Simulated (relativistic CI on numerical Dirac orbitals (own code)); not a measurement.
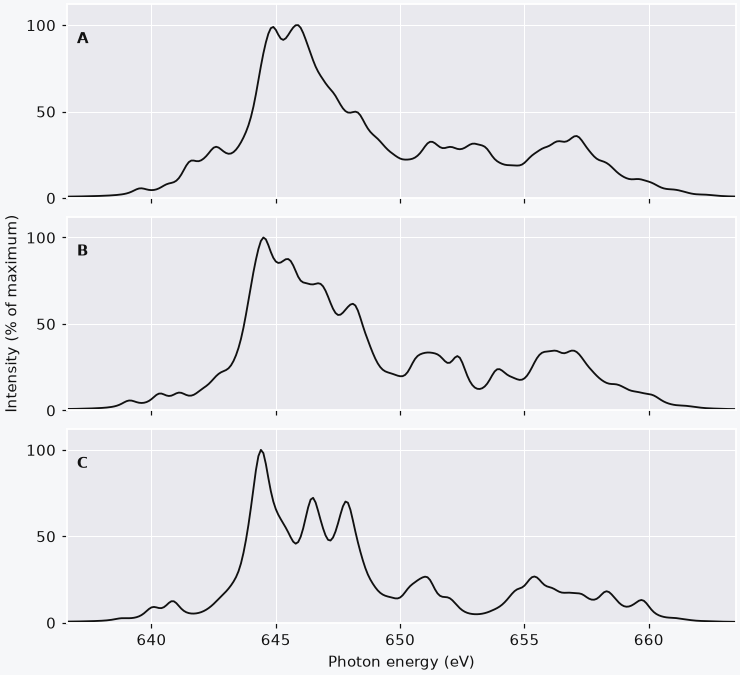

L₂,₃ X-ray absorption of Mn³⁺ (manganese, Z = 25), [Ar] 3d⁴, in 3 environments. Multiplet model: relativistic Dirac–Coulomb–Breit theory, one configuration a step, Slater integrals scaled by 1, 300 K, Voigt broadening (Lorentzian 0.6 eV, Gaussian 0.3 eV full widths), computed with a radial Dirac CI code.

(1) no crystal field (free ion)
(2) a field of Td symmetry with 10Dq = −6,450 cm⁻¹
(3) a field of Td symmetry with 10Dq = −15,650 cm⁻¹

Q: Match the spectra to the environments.

A: A is (3), maxima at 642.6 eV (30), 644.9 eV (99), 645.9 eV (100), 648.2 eV (50), 651.2 eV (33), 652.0 eV (30), 653.0 eV (31) and 657.1 eV (36); B is (2), maxima at 640.4 eV (10), 641.1 eV (10), 644.5 eV (100), 645.5 eV (88), 646.7 eV (74), 648.1 eV (62), 651.1 eV (33), 652.3 eV (31), 654.0 eV (24), 656.2 eV (35) and 656.9 eV (35); C is (1), maxima at 640.1 eV (9), 640.8 eV (12), 644.4 eV (100), 646.5 eV (72), 647.8 eV (70), 651.0 eV (27), 655.4 eV (27), 658.3 eV (18) and 659.7 eV (13) (heights in % of each maximum). The ground-state spin is S = 2.00 in all.

Note: free-ion energies, so absolute edge positions are off by a few eV from solids.
